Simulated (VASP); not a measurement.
Band structure of RbCl (rock salt). These are LDA (Ceperley-Alder, Perdew-Zunger), VASP's LDA PAW potentials (set 64) (plane waves; VASP) values and carry that method's errors.

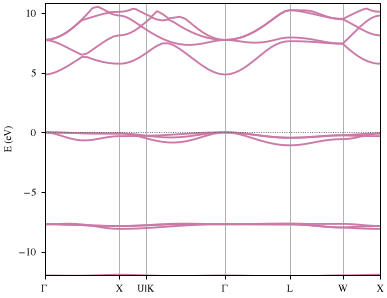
Fig. 1. Bands along high-symmetry lines, zero at the valence-band maximum or, without a gap, the Fermi level

Read the plot: is there a gap, and where are the band edges?

The gap is direct, 4.85 eV, from the valence maximum at Γ to the conduction minimum at Γ. (Edges off the drawn lines would not show.)

Measured: gap 8.50 eV (computed value off by -3.65 eV), as given by Aguado et al., (1998), arXiv:cond-mat/9809176.

The compound is RbCl in the rock salt structure. It was relaxed first, which changed the volume by -9 %.
